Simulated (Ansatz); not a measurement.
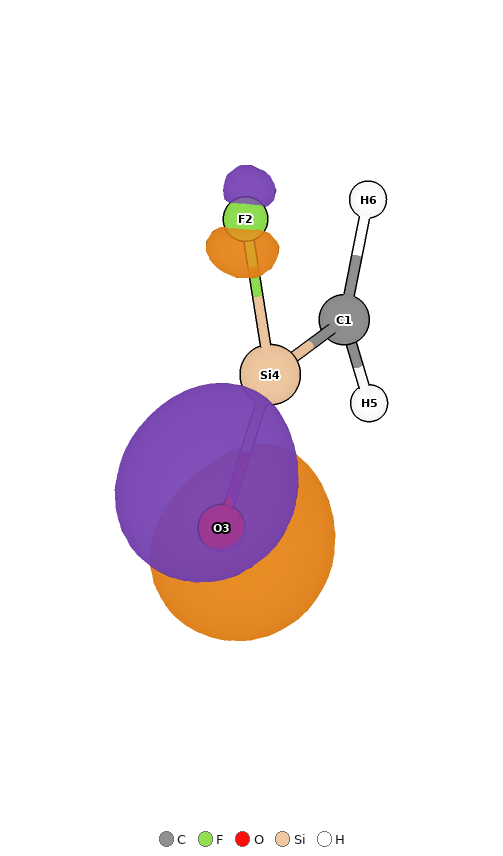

The picture shows: CH₂FOSi (SMILES C=[Si]([O-])F) (charge −1). The HOMO−1 at ±0.2 Å⁻³ᐟ² (orange and purple are the two phases), seen at an oblique angle.

Geometry: B3LYP-D3(BJ)/def2-SVPD.

Theory: isolated molecule in a Gaussian basis; Kohn-Sham density functional theory, functional PBE0 (Ansatz 0.2.0).

```xyz
6

C    -1.4190   -0.8584    1.9108
F    -2.1841   -1.4097   -0.7064
O    -4.2053   -0.3311    0.7546
Si   -2.7114   -0.7977    0.7670
H    -1.5465   -0.5078    2.9363
H    -0.4386   -1.2507    1.6344
```

Question: Where does this orbital lie, and at what energy?

Answer: It lies mainly on O3 (about 80 %); it is symmetric in the molecular plane (an in-plane orbital: σ, lone-pair or in-plane π type); largely a lone pair of O3. Its energy is −2.70 eV.
